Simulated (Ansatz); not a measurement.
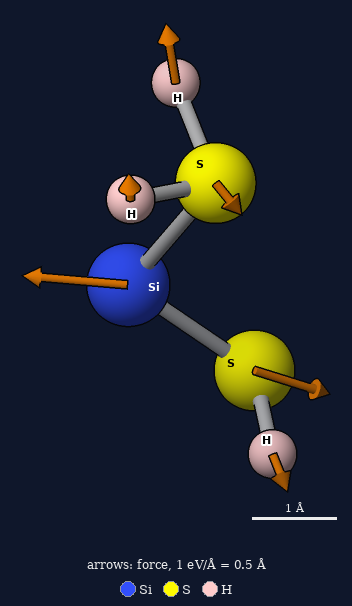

Starting geometry of SiH3S2 (charge −1) with the computed forces as orange arrows. Style: ball-and-stick. Shown from a free direction.

It is one of the separated reactants of a reaction.

Computed with RKS PBE-D4/def2-SVPD in Ansatz. Settings: force threshold 0.03 eV/Å; at most 250 steps.

Q: Is this structure relaxed? If not, where do the atoms go?

A: It isn't relaxed: the largest force vector, on the Si atom, is 2.58 eV/Å. The final displacements follow the starting forces only in part (cosine between the two patterns 0.32). The atom that moves furthest after the best rigid fit is an H atom (0.64 Å). By element the largest moves are H 0.64 Å, Si 0.52 Å, S 0.35 Å. Some distances before and after: H–S 1.360 → 1.657 Å, S–Si 2.072 → 2.267 Å, S–Si 2.255 → 2.287 Å, H–S 1.349 → 1.376 Å. Among the angles between lasting bonds that change: Si–S–H 95.4° → 132.1°, S–Si–S 105.1° → 94.7°, H–S–H 93.9° → 86.2°. The energy falls by 96.5 kJ/mol in 13 accepted moves (16 points after the start). Largest force component: 1.8 eV/Å at the start, 0.0083 eV/Å at the end. The line search rejected the trial steps at points 8, 11, 14 of the run. The run took 22 s on 2 threads of Intel Xeon Platinum 8488C (shared host).
